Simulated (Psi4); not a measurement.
**CH5FSi (SMILES C[SiH2]F): HF/STO-3G**

Aim: the vertical singlet–triplet gap of CH5FSi at HF/STO-3G, from 2 runs. 

Program for the calculation: Psi4 1.11.

2 further runs of the same task are left out: 2 set aside as unsound or not needed.

### 1 The molecule

CH5FSi: 8 atoms, total charge 0, spin state singlet. SMILES: `C[SiH2]F`. Geometry: relaxed at PBE0-D4/def2-TZVP.

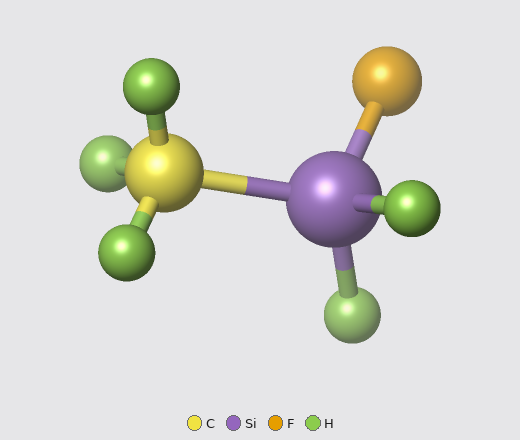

Viewed from a chosen angle; carbon yellow, silicon purple, fluorine amber, hydrogen green.

### 2 The energy at HF/STO-3G

File input.inp:

```
memory 1.6 GB

molecule {
  0 1
  C     -0.521400     0.700300    -0.437000
  Si     0.448400    -0.642000     0.395200
  F      1.946500    -0.649600    -0.178800
  H     -0.562400     0.542500    -1.517100
  H     -1.546700     0.713200    -0.056500
  H     -0.077200     1.680300    -0.248400
  H      0.538700    -0.420800     1.860700
  H     -0.133700    -1.981200     0.126000
  symmetry c1
}

set reference rhf
set puream true
set e_convergence 1e-09
set d_convergence 1e-08
set scf_type pk

E, wfn = energy('scf/STO-3G', return_wfn=True)
oeprop(wfn, 'WIBERG_LOWDIN_INDICES', 'MULLIKEN_CHARGES', 'DIPOLE')
print_variables()
```

Started as:

```
$ psi4 input.inp input.out -n 1
```

input.out:

```text
[...]
  Running in c1 symmetry.
[...]
  Nuclear repulsion =  115.959115419017664
[...]
  Multiplicity = 1
[...]
  Nalpha       = 17
  Nbeta        = 17
[...]
    Number of basis functions: 24
[...]
   @RHF iter   1:  -423.93974636304017   -2.43103e+00   8.67123e-03 DIIS/ADIIS
[...]
   @RHF iter  10:  -423.98432785466389   -2.84217e-13   1.76666e-09 DIIS
[...]
    Orbital Energies [Eh]
    ---------------------
    Doubly Occupied:
       1A    -68.022475     2A    -25.815889     3A    -10.997137
       4A     -6.001320     5A     -4.027667     6A     -4.026273
       7A     -4.026258     8A     -1.427454     9A     -0.908183
      10A     -0.656361    11A     -0.537038    12A     -0.530125
      13A     -0.476221    14A     -0.474266    15A     -0.438325
      16A     -0.375557    17A     -0.370003
[...]
  @RHF Final Energy:  -423.98432785466389
   => Energetics <=
    Nuclear Repulsion Energy =            115.9591154190176638
    One-Electron Energy =                -821.6657824304616042
    Two-Electron Energy =                 281.7223391567800945
    Total Energy =                       -423.9843278546638885
[...]
 Multipole Moments:
 ------------------------------------------------------------------------------------
     Multipole            Electronic (a.u.)      Nuclear  (a.u.)        Total (a.u.)
 ------------------------------------------------------------------------------------
 L = 1.  Multiply by 2.5417464519 to convert [e a0] to [Debye]
 Dipole X            :          5.5045491           -5.9361325           -0.4315835
 Dipole Y            :         -2.2910982            2.3560107            0.0649124
 Dipole Z            :         -0.0706384            0.1798230            0.1091846
 Magnitude           :                                                    0.4498880
[...]
  Mulliken Charges: (a.u.)
   Center  Symbol    Alpha    Beta     Spin     Total
       1     C     3.19125  3.19125  0.00000 -0.38251
       2    SI     6.55193  6.55193  0.00000  0.89613
       3     F     4.66933  4.66933  0.00000 -0.33865
       4     H     0.47156  0.47156  0.00000  0.05687
       5     H     0.47260  0.47260  0.00000  0.05479
       6     H     0.47158  0.47158  0.00000  0.05685
       7     H     0.58586  0.58586  0.00000 -0.17172
       8     H     0.58588  0.58588  0.00000 -0.17176
   Total alpha = 17.00000, Total beta = 17.00000, Total charge = -0.00000
[...]
```

Wall time 2 s (1 thread of AMD EPYC 7B13 (Zen 3), shared host); peak memory 0.18 GiB.

### 3 The triplet: energy and gradient at UHF/STO-3G

File run.py:

```python
import psi4

psi4.set_memory(1600000000)
psi4.set_num_threads(1)
psi4.set_output_file('output.dat', False)

mol = psi4.geometry("""
0 3
C
Si 1 1.853332
F 2 1.604318 1 109.35404
H 1 1.092336 2 111.03954 3 60.14299
H 1 1.093703 4 108.09061 2 -120.80531
H 1 1.092375 4 108.39584 5 -116.93274
H 2 1.484848 3 107.27991 1 -121.11481
H 2 1.484845 7 109.70248 3 116.21273
symmetry c1
no_reorient
no_com
""")

psi4.set_options({
    'basis': 'STO-3G',
    'reference': 'uhf',
    'puream': True,
    'e_convergence': 1e-09,
    'd_convergence': 1e-08,
    'scf_type': 'pk',
    'maxiter': 100,
})

result, w = psi4.gradient('scf', return_wfn=True)
psi4.oeprop(w, 'LOWDIN_CHARGES', 'DIPOLE', 'WIBERG_LOWDIN_INDICES')
print('gradient / Eh bohr^-1')
print(result.np.round(6))
print(f'energy = {w.energy():.10f} Eh')
```

Started as:

```
$ python run.py
```

output.dat:

```text
[...]
  Running in c1 symmetry.
[...]
  Nuclear repulsion =  115.959122124833655
[...]
  Multiplicity = 3
[...]
  Nalpha       = 18
  Nbeta        = 16
[...]
    Number of basis functions: 24
[...]
   @UHF iter   1:  -423.36315933302768   -1.85445e+00   1.19619e-02 DIIS/ADIIS
[...]
   @UHF iter  31:  -423.61350070784147    1.07264e-10   6.30133e-09 DIIS
[...]
   @S^2 Observed:                2.001999932E+00
[...]
    Orbital Energies [Eh]
    ---------------------
    Alpha Occupied:
       1A    -67.870907     2A    -26.182803     3A    -10.968738
       4A     -5.879976     5A     -3.917932     6A     -3.897089
       7A     -3.896954     8A     -1.727393     9A     -0.885209
      10A     -0.804985    11A     -0.798929    12A     -0.701522
      13A     -0.576363    14A     -0.503084    15A     -0.496188
      16A     -0.372067    17A     -0.371737    18A      0.042703
    Alpha Virtual:
      19A      0.549324    20A      0.575190    21A      0.592316
      22A      0.747892    23A      0.762662    24A      0.771051
[...]
  @UHF Final Energy:  -423.61350070784147
   => Energetics <=
    Nuclear Repulsion Energy =            115.9591221248336552
    One-Electron Energy =                -820.9352915934326802
    Two-Electron Energy =                 281.3626687607575150
    Total Energy =                       -423.6135007078414674
  UHF NO Occupations:
  HONO-2 :   16  A 1.9994265
  HONO-1 :   17  A 1.0000000
[...]
  -Total Gradient:
     Atom            X                  Y                   Z
    ------   -----------------  -----------------  -----------------
       1        0.000003966481    -0.025251219649     0.011682950438
       2       -0.000061699308    -0.337713588067     0.078863819546
       3        0.000030766237     0.373657719749    -0.134191953829
       4       -0.007368856455    -0.004414834790    -0.001198740279
       5       -0.000030723599     0.009228128845     0.010377494308
       6        0.007436337952    -0.004368171805    -0.001260797105
       7        0.026385612198    -0.005591118121     0.017880969469
       8       -0.026395403507    -0.005546916163     0.017846257451
[...]
 Multipole Moments:
 ------------------------------------------------------------------------------------
     Multipole            Electronic (a.u.)      Nuclear  (a.u.)        Total (a.u.)
 ------------------------------------------------------------------------------------
 L = 1.  Multiply by 2.5417464519 to convert [e a0] to [Debye]
 Dipole X            :          0.0008825           -0.0007644            0.0001180
 Dipole Y            :         -5.1192311            4.2930627           -0.8261684
 Dipole Z            :          5.0254949           -4.7318495            0.2936454
 Magnitude           :                                                    0.8768021
[...]
```

On the terminal:

```text
gradient / Eh bohr^-1
[[ 4.00000e-06 -2.52510e-02  1.16830e-02]
 [-6.20000e-05 -3.37714e-01  7.88640e-02]
 [ 3.10000e-05  3.73658e-01 -1.34192e-01]
 [-7.36900e-03 -4.41500e-03 -1.19900e-03]
 [-3.10000e-05  9.22800e-03  1.03770e-02]
 [ 7.43600e-03 -4.36800e-03 -1.26100e-03]
 [ 2.63860e-02 -5.59100e-03  1.78810e-02]
 [-2.63950e-02 -5.54700e-03  1.78460e-02]]
energy = -423.6135007078 Eh
```

Run time: 2.2 s. Hardware: 1 thread of AMD EPYC 7B13 (Zen 3), shared host; peak memory 0.18 GiB.

### 4 Outcome

At HF/STO-3G:

```
                                        quantity          value
                           singlet: total energy  -423.98433 Eh
                          singlet: dipole moment         1.14 D
                            singlet: HOMO energy      -10.07 eV
                            singlet: LUMO energy       13.58 eV
                          singlet: HOMO–LUMO gap       23.65 eV
                           triplet: total energy  -423.61350 Eh
                          triplet: dipole moment         2.23 D
                                   triplet: ⟨S²⟩          2.002
               triplet: largest force on an atom    20.416 eV/Å
vertical energy of the triplet above the singlet      10.091 eV
```

What this shows: At this shape the triplet lies 10.09 eV (233 kcal/mol) above the singlet. In a minimal basis such a difference can be off by several eV, whatever the method. Mulliken charges (singlet) run from -0.38 on C1 to +0.90 on Si2.
